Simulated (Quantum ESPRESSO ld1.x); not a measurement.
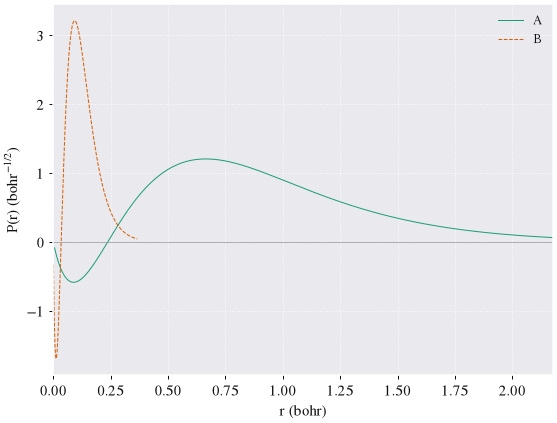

Two nuclei with the same 3 electrons, [He] 2s1, were computed: F⁶⁺; Xe⁵¹⁺. The calculation used Quantum ESPRESSO ld1.x 7.5 at this level: Dirac Kohn-Sham, revPBE, spin-unpolarised, spherical densities, point nucleus.

The plot shows P(r) = r R(r) of the 2s orbital in both runs (large components where relativistic).

> Assign A and B.

A is F⁶⁺ (⟨r⟩ = 0.778 bohr, eigenvalue −171.0 eV); B is Xe⁵¹⁺ (⟨r⟩ = 0.107 bohr, eigenvalue −9716 eV). The larger nuclear charge pulls the orbital in.
